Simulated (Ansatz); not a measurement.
# GeH₅N···H₂O: what the fields show

Input

```
crystal:
  periodic: [false, false, false]
  atoms:
    - { symbol: Ge, position_ang: [0.446665, -0.377033, -0.410603] }
    - { symbol: O, position_ang: [-0.776641, -0.157781, 2.294814] }
    - { symbol: H, position_ang: [-1.275037, -0.235227, 3.109043] }
    - { symbol: H, position_ang: [1.146773, -0.352526, -1.793253] }
    - { symbol: H, position_ang: [0.548617, 1.005582, 0.229323] }
    - { symbol: H, position_ang: [-0.992062, -0.873388, -0.573635] }
    - { symbol: "N", position_ang: [1.307964, -1.605363, 0.744111] }
    - { symbol: H, position_ang: [1.13518, -2.572136, 0.48601] }
    - { symbol: H, position_ang: [2.313394, -1.47424, 0.797101] }
    - { symbol: H, position_ang: [-0.042054, -0.807988, 2.361689] }
basis:
  gaussian: { orbitals: def2-SVPD }
hamiltonian:
  xc: pbe0
  dispersion: d4
relax:
  f_tol: 0.03
  max_steps: 50
output:
  orbitals: {}
```

Command:

```sh
ansatz run input.yaml --threads 4 --pin off --max-ram 5120MiB --backend cpu --events-out ev --progress --plain --runs-dir out
```

The fields are those of the run's last geometry, not of the input's.

Method: RKS PBE0-D4/def2-SVPD in Ansatz.

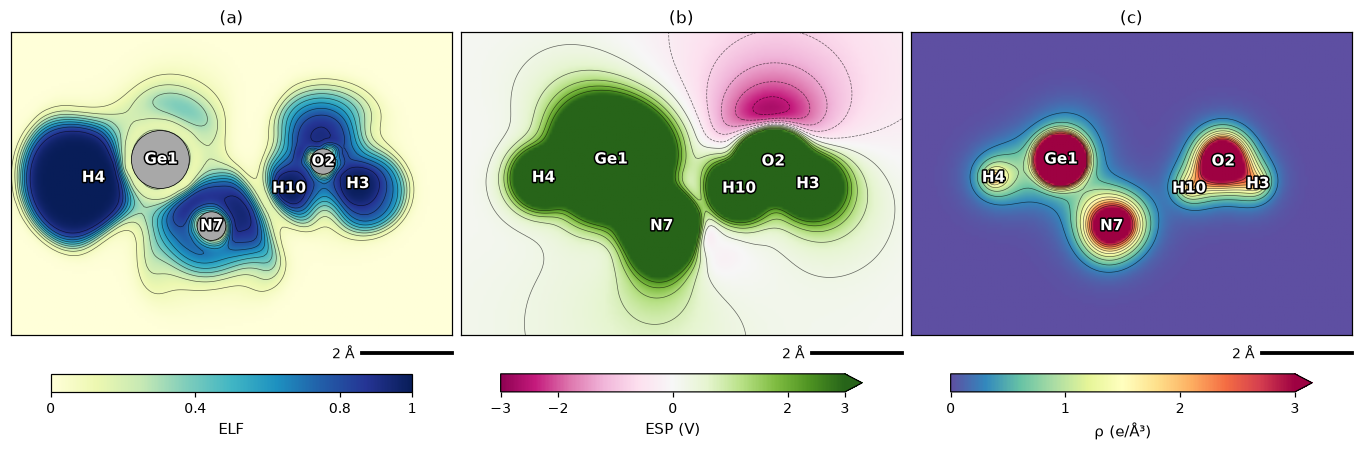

Figure 1. (a) ELF; (b) electrostatic potential; (c) electron density on the plane of atoms H4, Ge1 and N7. Grey discs cover the atomic cores in the ELF map.

Question: Interpret the plot.

Answer: Atoms in the plane: Ge, O, H and N.
N7···H10 (1.91 Å): the density falls to about 0.22 e/Å³ on the way; the ELF dips to about 0.15 between them: a closed-shell contact with the geometry of a hydrogen bond.
Ge–N (1.86 Å): ρ is about 0.91 e/Å³ halfway; the ELF peaks at about 0.90 in the valence shell of N, 0.7 Å from its nucleus, and is about 0.50 at the midpoint.
O–H (0.96 Å): the density is about 3.7 e/Å³ at the midpoint; the ELF climbs to about 1 towards the hydrogen, as it does in any bond to H: an ordinary covalent bond to hydrogen.
Ge–H (1.54 Å): ρ is about 1 e/Å³ halfway; the ELF climbs to about 1 towards the hydrogen.
The ELF also peaks beside O2, away from the bonds: lone-pair regions.
Outside the dense part of the complex the potential is most negative (−2.7 V) near O2.

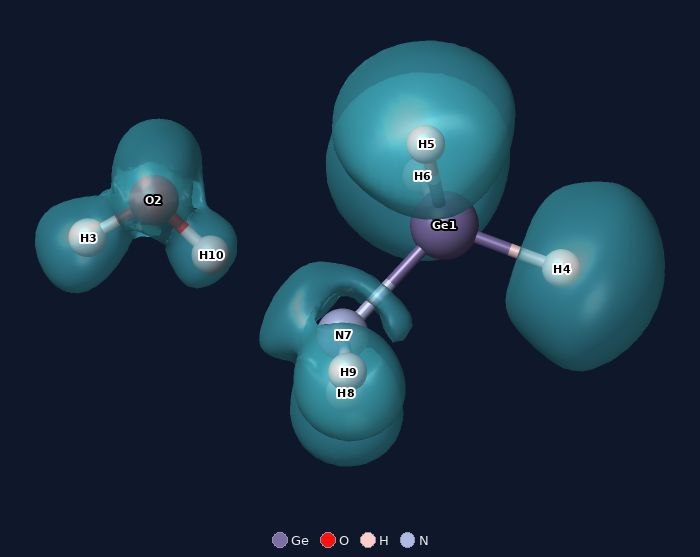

Figure 2. Isosurface of the ELF at 0.8 (cyan), seen across its widest extent. Only the valence region is drawn (cores and ρ < 0.01 e/Å³ removed).

Question: What do the ELF domains correspond to?

Answer: At this value the surface marks out three regions around hydrogen nuclei, one joined region spread over several atoms (H, N), in which their bonds and any lone pairs are merged and one joined region spread over several atoms (H, O), in which their bonds and any lone pairs are merged.

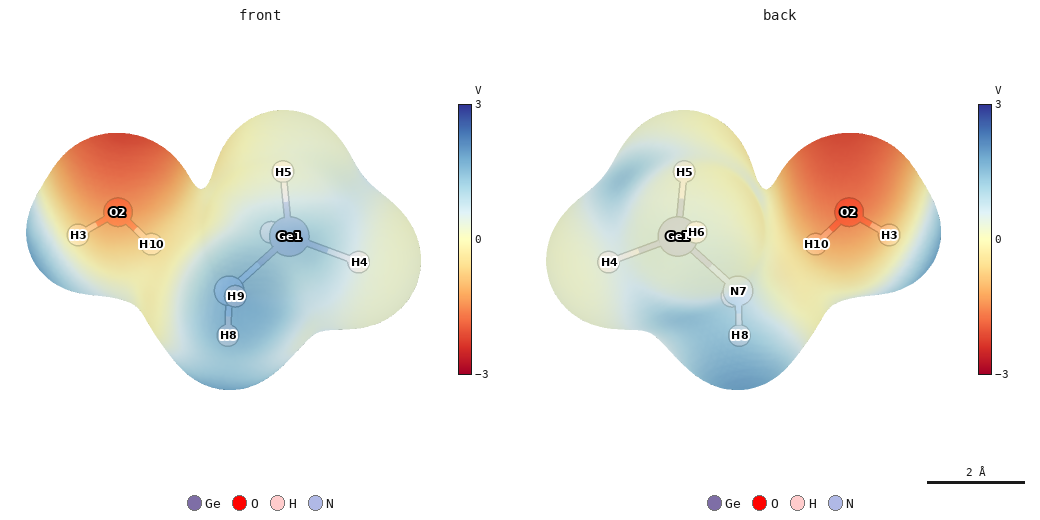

Figure 3. The molecular electrostatic potential painted on the density surface at 0.002 e/bohr³, seen from the front and from behind; the colour scale runs from red (negative) to blue (positive).

Question: Where is the surface potential most negative and most positive?

Answer: The most negative region (about −2.1 V) lies over O2, the most positive (about +1.9 V) over H8 and H9. O2 is the likeliest acceptor of a hydrogen bond.

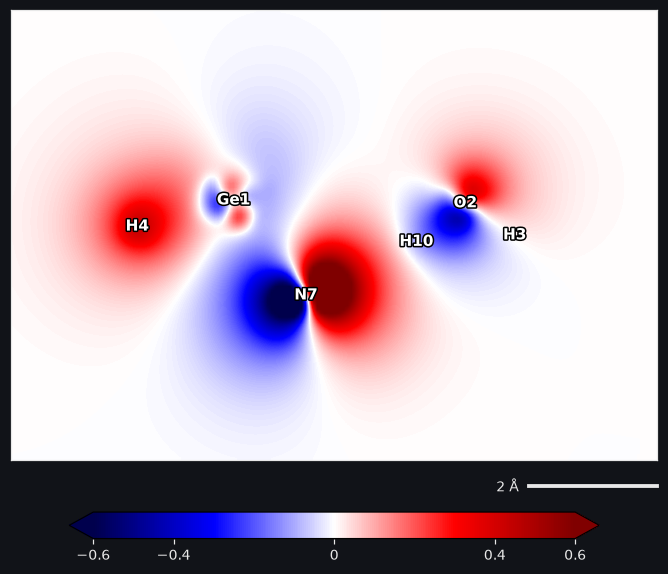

Figure 4. The HOMO on the plane of atoms H4, Ge1 and N7 (values in Å⁻³ᐟ²; the overall sign is arbitrary).

Question: What is the character of this orbital?

Answer: Its weight (Hirshfeld) is mainly on N7 (about 55 %), Ge1 (about 10 %), H4 (about 10 %) and O2 (about 10 %). Its energy is −7.90 eV.
